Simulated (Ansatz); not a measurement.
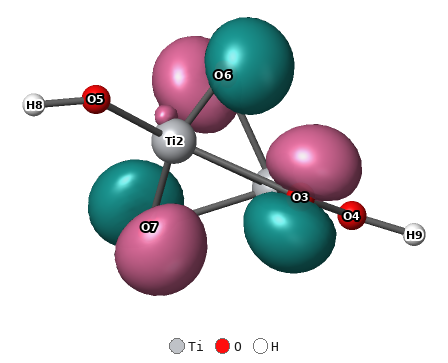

Figure 1: H2O5Ti2. The HOMO at ±0.15 Å⁻³ᐟ² (teal and pink are the two phases), seen at an oblique angle.

Geometry: PBE-D4/def2-SVP.

All numbers below come from RKS PBE0-D4/def2-TZVP (Ansatz).

```xyz
9

Ti   -0.4390    1.0205    0.4691
Ti    0.4454   -1.0224   -0.4620
O     0.9748    0.9326   -0.5404
O    -1.0593    2.5236    1.2689
O     1.0785   -2.6120   -1.0578
O     0.1510   -0.5296    1.2950
O    -1.1236   -0.3659   -0.8338
H     0.8343   -3.4095   -1.5548
H    -0.8621    3.4628    1.4158
```

**What is the character of this orbital?**

It lies mainly on O6 (about 30 %), O3 (about 30 %) and O7 (about 30 %); largely a combination of lone pairs on O6, O3 and O7. Its energy is −8.01 eV.
